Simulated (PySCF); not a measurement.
**Cl3H3LuN: density, localisation and related maps**

```xyz
8

Lu    0.0040   -0.0040    0.0040
Cl    1.1415    1.7846    1.1415
Cl   -1.7846   -1.1415    1.1415
Cl    1.1415   -1.1415   -1.7846
N    -1.3551    1.3551   -1.3551
H    -1.9640    1.9640   -0.8036
H    -0.8036    1.9640   -1.9640
H    -1.9640    0.8036   -1.9640
```

Computed with RKS PBE0, Lu def2-SVP with ECP28, Cl def2-SVP, N def2-SVP, H def2-SVP; non-relativistic Hamiltonian with scalar-relativistic core potentials where named; density fitting in PySCF 2.14.0.

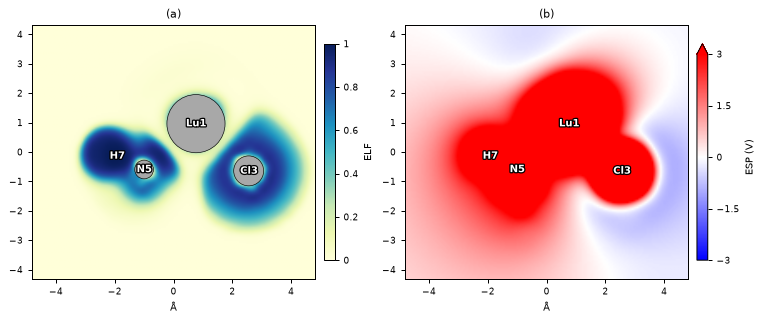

Figure 1. (a) electron localisation function; (b) molecular electrostatic potential on the plane of atoms Lu1, N5 and H7. Grey discs cover the atomic cores in the ELF map.

### What does the map show?

- The section cuts through Lu, Cl, N and H sites.
- Lu–N (2.35 Å): the ELF peaks at about 0.95 in the valence shell of N, 0.7 Å from its nucleus, and is about 0.20 at the midpoint.
- Lu–Cl (2.41 Å): the ELF peaks at about 0.85 in the valence shell of Cl, 0.8 Å from its nucleus, and is about 0.25 at the midpoint.
- N–H (1.02 Å): the ELF climbs to about 1 towards the hydrogen, as it does in any bond to H: a covalent bond by its length.
- Outside the dense part of the molecule the potential is most negative (−0.9 V) near Cl3.

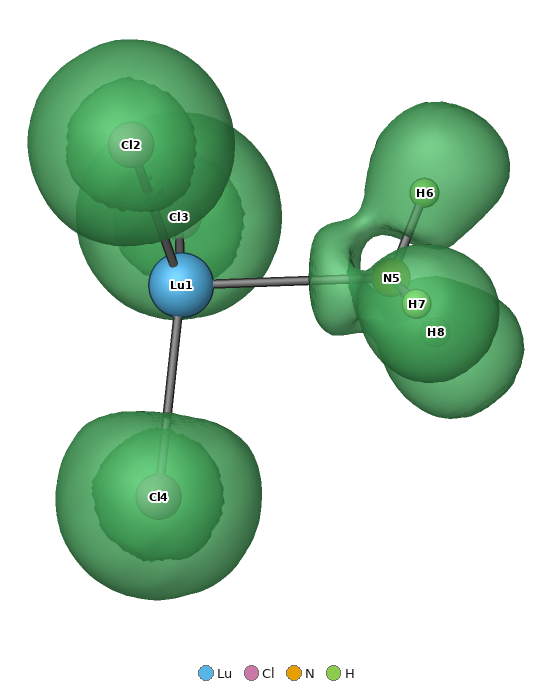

Figure 2. Isosurface of the ELF at 0.8 (green), seen at a tilt. Core shells and regions of very low density are left out.

### Identify the bonds, lone pairs and shells in this picture.

The surface consists of three regions wrapped around Cl (the valence shell of each) and one joined region spread over several atoms (H, N), in which their bonds and any lone pairs are merged.

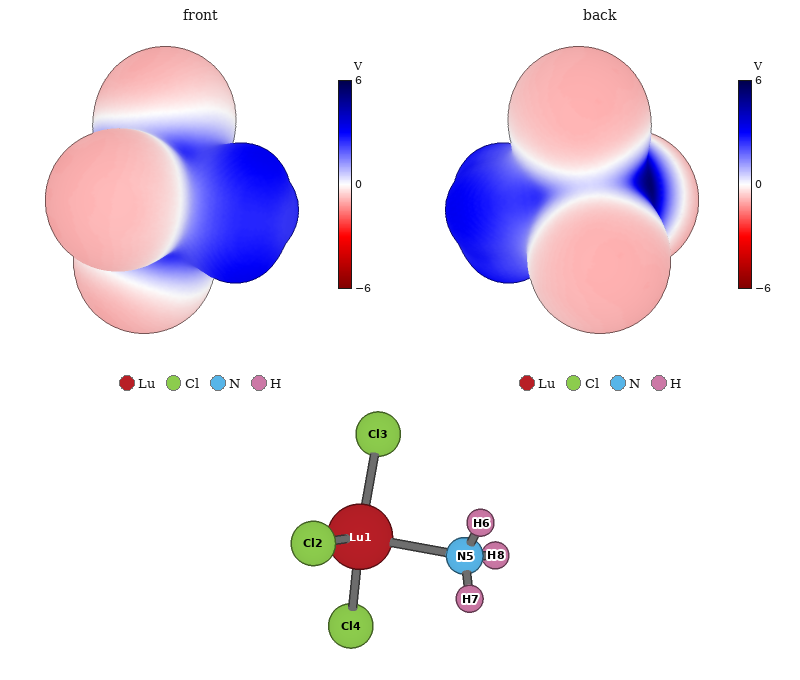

Figure 3. The molecular electrostatic potential painted on the density surface at 0.002 e/bohr³, seen from the front and from behind; the colour scale runs from red (negative) to blue (positive). The bare structure is drawn below in the same view.

### Which sites attract a positive test charge, and which a negative one?

A positive charge is drawn to the negative regions and a negative charge to the positive ones. The most negative region (about −1.0 V) lies over Cl2, Cl3 and Cl4, the most positive (about +4.9 V) over Lu1.

### How polar is the molecule by this calculation?

Its dipole moment is 5.93 D.
